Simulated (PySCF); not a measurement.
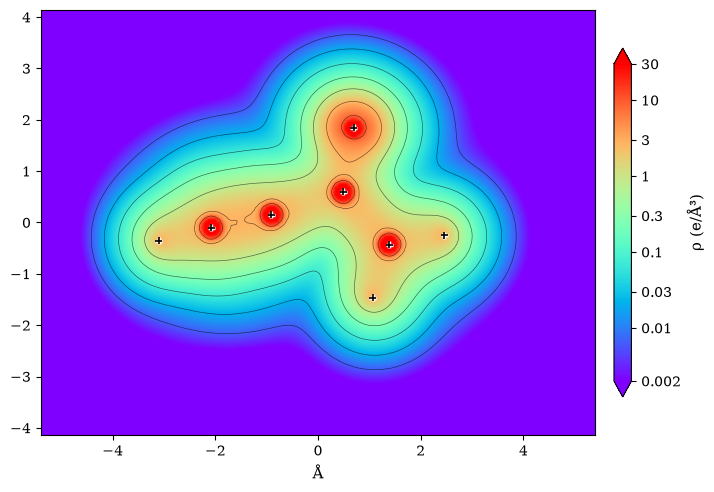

The total electron density on a plane through atoms (crosses mark nuclei in the plane).

All numbers below come from PBE0/def2-SVPD, SCF density, gas phase (PySCF 2.14.0).

Candidates:
A. C4H3O (SMILES C#CC(=C)[O-]) (charge −1)
B. C2H5F3P2Si (SMILES FC(F)(F)/P=P/C[SiH3])
C. H8O2SSi3 (SMILES [SiH3]O[SiH2]O[SiH2]S)

Which system is this?

Answer. Candidate A: C4H3O on the molecular plane, which holds C, O and H. C–C (1.20 Å): the density is about 2.7 e/Å³ at the midpoint. C–O (1.27 Å): ρ at the midpoint is about 2.9 e/Å³.
